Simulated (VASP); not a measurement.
Energy against volume of Au (fcc). All values below come from vdW-DF2, VASP's PBE PAW potentials (set 64) (plane waves; VASP 6.6.1).

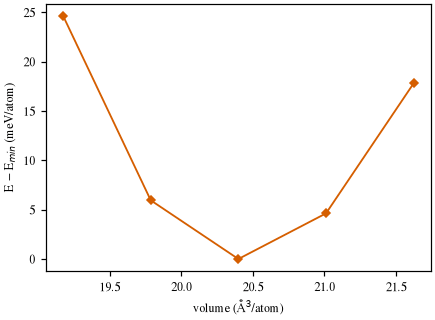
Figure. Energy against volume

Question: Estimate the equilibrium volume and the bulk modulus.

Answer: The minimum lies near 20.4 Å³/atom, and the curvature gives B0 of about 91 GPa.

Measured: bulk modulus 182 GPa at 0 K (computed value off by -50.1 %), as given by Daniel Mejia-Rodriguez et al., Physical Review B (2018), arXiv:1807.09216 [0 K value with the zero-point phonon effect removed]; a 4.062 Å at 0 K (computed value off by +6.8 %), as given by Daniel Mejia-Rodriguez et al., Physical Review B (2018), arXiv:1807.09216 [static lattice: zero-point anharmonic expansion removed].

The compound is Au in the fcc structure. It was relaxed first, which changed the volume by +20 %.
